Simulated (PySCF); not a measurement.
# UMP2/STO-3G run of CH2N (SMILES C=[N])

Aim: the vertical doublet–quartet gap of CH2N at UMP2/STO-3G, from 2 runs. Input form: a Python script.

The calculation is run with PySCF 2.14.0.

12 further runs of the same task are left out: 3 that didn't finish, 9 set aside as unsound or not needed.

### 1 The structure to begin with

The species is CH2N (4 atoms), meant as a doublet with charge 0. As SMILES, `C=[N]`. The shape is that of a PBE0-D4/def2-TZVP optimisation.

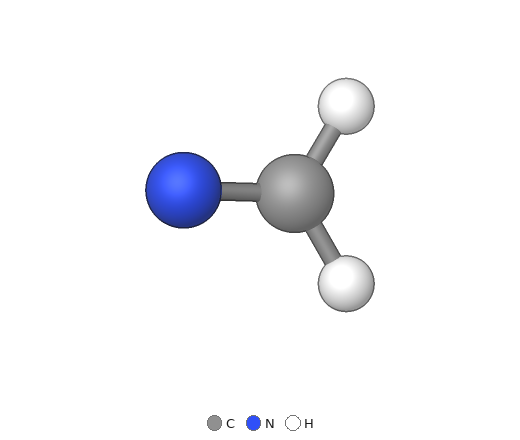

The structure, seen from a chosen angle (carbon grey, nitrogen blue, hydrogen white).

### 2 A single-point energy at UMP2/STO-3G

Input file job.py:

```python
from pyscf import gto, scf, mp

mol = gto.M(
    atom=[
    ('C', (-0.013600, -0.011010, -0.014470)),
    ('N', (0.727340, 0.588370, 0.773760)),
    ('H', (-0.870960, 0.487800, -0.486820)),
    ('H', (0.157230, -1.065160, -0.272460)),
],
    basis='sto-3g',
    max_memory=1860,
    verbose=3,
    spin=1,
)

hf = scf.UHF(mol)
hf.conv_tol = 1e-10
hf.kernel()
if not hf.converged:
    hf = hf.newton().run(hf.mo_coeff, hf.mo_occ)

pt = mp.MP2(hf, frozen=2).run()
e_tot = pt.e_tot
print('E(%s) = %.9f' % ('MP2', e_tot))
```

On the command line:

```
$ OMP_NUM_THREADS=1 python job.py
```

The log of the run:

```text
converged SCF energy = -92.2447243264397  <S^2> = 1.0597516  2S+1 = 2.2888876
E(UMP2) = -92.3205238899416  E_corr = -0.0757995635019239
E(SCS-UMP2) = -92.3246389220676  E_corr = -0.0799145956279445
E(MP2) = -92.320523890
```

Wall time 0.5 s (1 thread of AMD EPYC 9R45 (Zen 5), shared host); peak memory 0.11 GiB.

### 3 The quartet at the same level

Input file calc.py:

```python
from pyscf import gto, scf, mp

mol = gto.M(
    atom='''
C     -0.025700    -0.020806    -0.027344
N      1.374473     1.111858     1.462194
H     -1.645876     0.921808    -0.919956
H      0.297122    -2.012861    -0.514875
''',
    spin=3,
    verbose=3,
    unit='bohr',
    max_memory=1860,
    basis='sto-3g',
)

mf = scf.UHF(mol)
mf.conv_tol = 1e-10
mf.kernel()
if not mf.converged:
    mf = mf.newton().run(mf.mo_coeff, mf.mo_occ)

pt = mp.MP2(mf, frozen=2).run()
etot = pt.e_tot
print('E = %.10f Eh' % etot)
```

On the command line:

```
$ OMP_NUM_THREADS=1 python calc.py
```

The log of the run:

```text
WARN: HOMO 0.171980793993982 >= LUMO -0.303252611113905

converged SCF energy = -92.0833722101288  <S^2> = 3.7588894  2S+1 = 4.0044422
E(UMP2) = -92.1252186825499  E_corr = -0.0418464724210812
E(SCS-UMP2) = -92.1306461871987  E_corr = -0.0472739770698305
E = -92.1252186825 Eh
```

It took 0.44 s on 1 thread of AMD EPYC 9R45 (Zen 5), shared host; peak memory 0.12 GiB.

### 4 Outcome

Level: UMP2/STO-3G, 2 core orbitals frozen.

| quantity | value |
| --- | --- |
| doublet: total energy | -92.32052 Eh |
| doublet: dipole moment (Hartree–Fock density) | 1.79 D |
| doublet: HOMO energy (Hartree–Fock orbitals) (highest over α and β) | -10.61 eV |
| doublet: LUMO energy (Hartree–Fock orbitals) (lowest over α and β) | 7.77 eV |
| doublet: correlation energy (2 core orbitals frozen) | -75.8 mEh |
| doublet: ⟨S²⟩ of the reference determinant | 1.060 |
| quartet: total energy | -92.12522 Eh |
| quartet: dipole moment (Hartree–Fock density) | 1.64 D |
| quartet: HOMO energy (Hartree–Fock orbitals) (highest over α and β) | -6.81 eV |
| quartet: LUMO energy (Hartree–Fock orbitals) (lowest over α and β) | 3.92 eV |
| quartet: correlation energy (2 core orbitals frozen) | -41.8 mEh |
| quartet: ⟨S²⟩ of the reference determinant | 3.759 |
| vertical energy of the quartet above the doublet | 5.315 eV |

At this shape the quartet lies 5.31 eV (123 kcal/mol) above the doublet. In a minimal basis such a difference can be off by several eV, whatever the method. ⟨S²⟩ (doublet) is 1.06 where a pure doublet has 0.75: the reference is spin-contaminated. Mulliken charges (doublet) of the mean-field density run from -0.12 on N2 to +0.09 on H3; they depend strongly on the basis.
